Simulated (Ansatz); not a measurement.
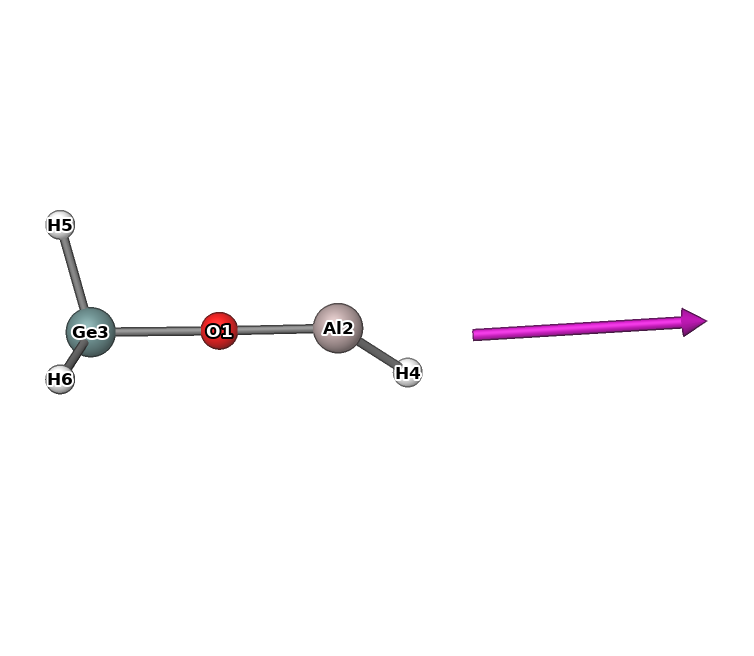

The arrow beside the molecule shows the direction of the dipole moment, from the negative to the positive end (its length means nothing). The computed structure is the end point of a PBE0-D4/def2-TZVP optimisation. No frequency run is at hand to confirm it as a minimum. Level of theory: RKS PBE0-D4/def2-TZVP (Ansatz 0.2.0).

Question: How large is the dipole moment?

Answer: 2.32 D; it points from the side of H5, H6 to the side of H4 (the outermost atoms at the two ends).
